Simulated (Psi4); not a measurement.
# PF3 (phosphorus trifluoride): MP2/6-311+G(d,p)

What is the energy change on altering one bond length of PF3 (phosphorus trifluoride) at MP2/6-311+G**? 

Program for the calculation: Psi4 1.11.

1 further run of the same task is left out (set aside as unsound or not needed).

## 1. Starting point

PF3 has 4 atoms, charge 0, and is taken as a singlet. SMILES: `FP(F)F`. The coordinates come from a PBE0-D4/def2-TZVP relaxation.

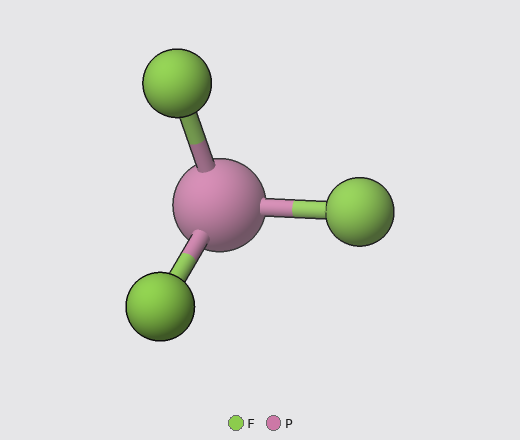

The structure, seen from a chosen angle (fluorine green, phosphorus pink).

## 2. A single-point energy at MP2/6-311+G(d,p)

The input, input.inp:

```
memory 1600 MB

molecule {
  0 1
  F
  P 1 1.571562
  F 2 1.571637 1 97.55244
  F 2 1.571572 1 97.55123 3 -98.70229
  symmetry c1
}

set {
  basis 6-311+G**
  puream true
  e_convergence 1e-09
  d_convergence 1e-08
  scf_type pk
  num_frozen_docc 8
  mp2_type conv
}

energy('mp2')
print_variables()
```

The run is started by

```
$ psi4 -i input.inp -o input.out -n 1
```

input.out:

```text
[...]
  Running in c1 symmetry.
[...]
  Nuclear repulsion =  190.762116537227286
[...]
  Multiplicity = 1
[...]
  Nalpha       = 21
  Nbeta        = 21
[...]
    Number of basis functions: 96
[...]
   @RHF iter   1:  -639.15045917908537   -5.36870e-01   5.15758e-03 DIIS/ADIIS
[...]
   @RHF iter  11:  -639.22996018475635   -1.25056e-12   2.99878e-09 DIIS
[...]
    Orbital Energies [Eh]
    ---------------------
    Doubly Occupied:
       1A    -80.146175     2A    -26.350403     3A    -26.350394
       4A    -26.350370     5A     -7.673684     6A     -5.566927
       7A     -5.566926     8A     -5.563839     9A     -1.705260
      10A     -1.649223    11A     -1.649199    12A     -0.932458
      13A     -0.800495    14A     -0.800490    15A     -0.777231
      16A     -0.731550    17A     -0.731548    18A     -0.686491
      19A     -0.686481    20A     -0.674010    21A     -0.475642
[...]
  @RHF Final Energy:  -639.22996018475635
   => Energetics <=
    Nuclear Repulsion Energy =            190.7621165372272856
    One-Electron Energy =               -1268.2465644173576038
    Two-Electron Energy =                 438.2544876953738822
    Total Energy =                       -639.2299601847564645
[...]
 Multipole Moments:
 ------------------------------------------------------------------------------------
     Multipole            Electronic (a.u.)      Nuclear  (a.u.)        Total (a.u.)
 ------------------------------------------------------------------------------------
 L = 1.  Multiply by 2.5417464519 to convert [e a0] to [Debye]
 Dipole X            :          0.2230091            0.2055119            0.4285210
 Dipole Y            :          0.1916251            0.1764572            0.3680823
 Dipole Z            :          0.1677065            0.1545964            0.3223029
 Magnitude           :                                                    0.6503799
[...]
	SCS-MP2 Total Energy (a.u.)        :  -639.93660739781456
	SOS-MP2 Total Energy (a.u.)        :  -639.87000433036621
	SCSN-MP2 Total Energy (a.u.)       :  -639.58162438088345
[...]
	SOS-PI-MP2 Total Energy (a.u.)     :  -639.97667835463449
[...]
	MP2 Total Energy (a.u.)            :  -639.96313950844296
[...]
```

It took 11 s on 1 thread of AMD EPYC 7R43 (Zen 3), shared host; peak memory 0.54 GiB.

## 3. The distorted shape at the same level

The input, job.inp:

```
memory 1600 MB

molecule system {
  0 1
  F      0.423128    -1.028519     1.435680
  P     -0.708772    -0.050719     0.953480
  F     -1.473172    -1.061819     0.024280
  F      0.525000     1.045200    -0.730000
  symmetry c1
  no_reorient
  no_com
}

set puream true
set e_convergence 1e-09
set d_convergence 1e-08
set scf_type pk
set num_frozen_docc 8
set mp2_type conv

result = energy('mp2/6-311+G**')
print_variables()
```

The run is started by

```
$ psi4 job.inp job.out -n 1
```

job.out:

```text
[...]
  Running in c1 symmetry.
[...]
  Nuclear repulsion =  167.921158378074722
[...]
  Multiplicity = 1
[...]
  Nalpha       = 21
  Nbeta        = 21
[...]
    Number of basis functions: 96
[...]
   @RHF iter   1:  -638.93920819294442   -9.51235e-01   6.60653e-03 ADIIS/DIIS
[...]
   @RHF iter  13:  -639.10394404159945   -9.09495e-13   7.06292e-09 DIIS
[...]
    Orbital Energies [Eh]
    ---------------------
    Doubly Occupied:
       1A    -80.230776     2A    -26.412512     3A    -26.412481
       4A    -26.194715     5A     -7.753817     6A     -5.645711
       7A     -5.644070     8A     -5.642446     9A     -1.742576
      10A     -1.703496    11A     -1.422928    12A     -0.966485
      13A     -0.836786    14A     -0.813804    15A     -0.797125
      16A     -0.754660    17A     -0.735992    18A     -0.615378
      19A     -0.529633    20A     -0.529405    21A     -0.481681
[...]
  @RHF Final Energy:  -639.10394404159945
   => Energetics <=
    Nuclear Repulsion Energy =            167.9211583780747219
    One-Electron Energy =               -1222.3172548162510793
    Two-Electron Energy =                 415.2921523965768529
    Total Energy =                       -639.1039440415994477
[...]
 Multipole Moments:
 ------------------------------------------------------------------------------------
     Multipole            Electronic (a.u.)      Nuclear  (a.u.)        Total (a.u.)
 ------------------------------------------------------------------------------------
 L = 1.  Multiply by 2.5417464519 to convert [e a0] to [Debye]
 Dipole X            :         27.6238565          -29.0204788           -1.3966223
 Dipole Y            :         18.5686313          -19.2128965           -0.6442652
 Dipole Z            :        -37.5501780           39.4420613            1.8918833
 Magnitude           :                                                    2.4382071
[...]
	SCS-MP2 Total Energy (a.u.)        :  -639.84040514287369
	SOS-MP2 Total Energy (a.u.)        :  -639.77164024188971
	SCSN-MP2 Total Energy (a.u.)       :  -639.46702271879474
[...]
	SOS-PI-MP2 Total Energy (a.u.)     :  -639.88292294193809
[...]
	MP2 Total Energy (a.u.)            :  -639.86665224479327
[...]
```

Wall time 11 s (1 thread of AMD EPYC 7R43 (Zen 3), shared host); peak memory 0.53 GiB.

## 4. Results

At MP2/6-311+G**, 8 core orbitals frozen:

| quantity | value |
| --- | --- |
| first shape: total energy | -639.96314 Eh |
| first shape: HOMO energy (Hartree–Fock orbitals) | -12.94 eV |
| first shape: LUMO energy (Hartree–Fock orbitals) | 1.69 eV |
| first shape: HOMO–LUMO gap (Hartree–Fock orbitals) | 14.63 eV |
| first shape: correlation energy (8 core orbitals frozen) | -733.2 mEh |
| distorted shape: total energy | -639.86665 Eh |
| distorted shape: HOMO energy (Hartree–Fock orbitals) | -13.11 eV |
| distorted shape: LUMO energy (Hartree–Fock orbitals) | -0.83 eV |
| distorted shape: HOMO–LUMO gap (Hartree–Fock orbitals) | 12.28 eV |
| distorted shape: correlation energy (8 core orbitals frozen) | -762.7 mEh |
| energy change with the P2–F4 bond stretched from 1.572 to 2.357 Å | 2.626 eV |

With the P2–F4 bond stretched from 1.572 to 2.357 Å the energy rises by 2.63 eV (61 kcal/mol). The first shape isn't relaxed at this level, so the change isn't measured from a minimum.
